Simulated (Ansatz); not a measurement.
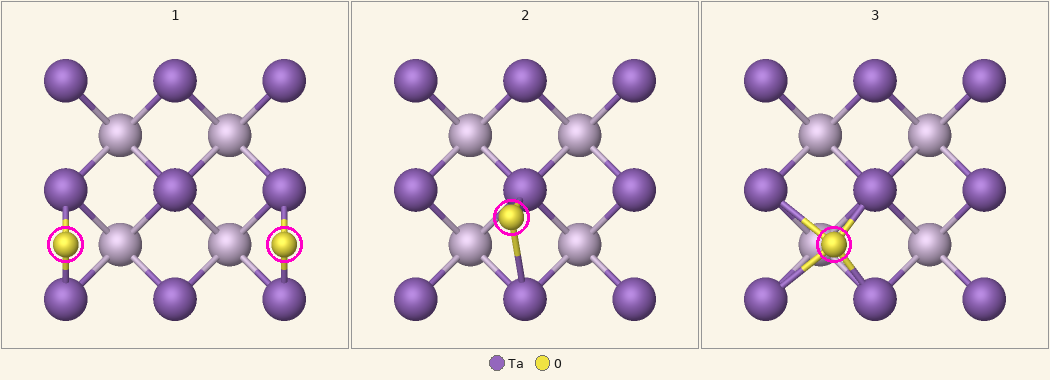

O on a Ta(100) slab cut from the Im-3m phase, its upper half relaxed before the scan (16 atoms of substrate and one adsorbate in a 2 × 2 cell). O is moved over the surface cell; relaxed at each place: the height of the adsorbate's atoms; substrate rigid; the origin of the map has the adsorbate above Ta13. Places are given modulo a cell vector. The map is drawn in real space over the plane of the surface. Grid: 8 × 8 points; 15 points were computed and 49 follow by symmetry. Places are given in fractions of the 1 × 1 surface cell. All energies are given in eV relative to the lowest grid point. Level of theory: Ansatz 0.2.0, DFT PBE, scalar-relativistic, plane waves, PAW. Settings: cutoff 420 eV, k-mesh 4×4×1, gaussian smearing 0.1 eV, no spin polarisation.

The numbered pictures are structures from this grid. Rings mark the moved atoms.

Rank them by energy, lowest first.

Answer. 3, at (5/8, 4/8) of the cell vectors [nearest 3 Ta at 2.19 Å]: 0.00 eV; 1, at a bridge site between two Ta atoms, (0/8, 4/8) of the cell vectors: 0.54 eV; 2, at (7/8, 6/8) of the cell vectors [nearest 1 Ta at 1.81 Å]: 1.02 eV.

The map, with the structures marked:

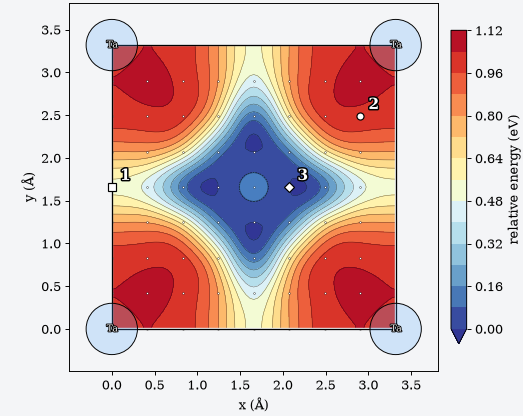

In the figure: filled contours, dots at the grid points, labelled circles for the atoms of the top layer and small ones for the second layer, the outline of one cell of the plane. Between grid points the surface is interpolated.

PAW datasets: the set soft_1.
